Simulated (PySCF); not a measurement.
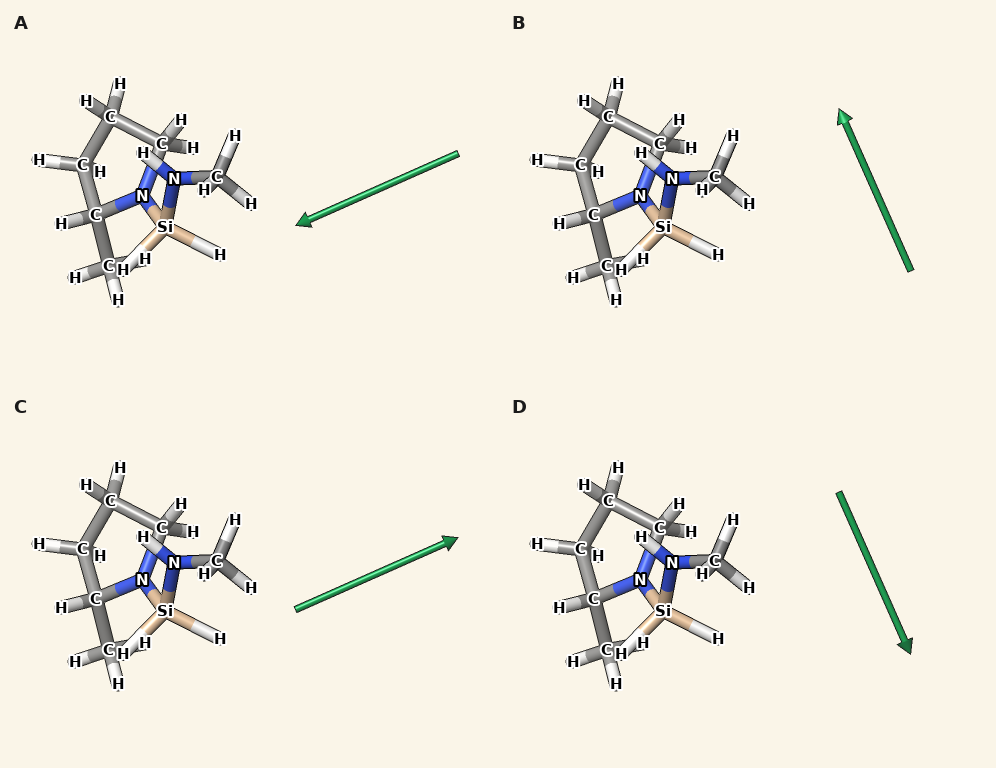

The same molecule four times, each with an arrow. The geometry was computed by an optimisation with PBE0-D3(BJ)/def2-SVP. No frequency run is at hand to confirm it as a minimum. Level of theory: PBE0/pcSseg-1 in acetone (IEF-PCM) (PySCF 2.14.0).

Question: Which arrow points along the dipole moment, from the negative to the positive end?

Answer: B. The dipole moment is 1.83 D.
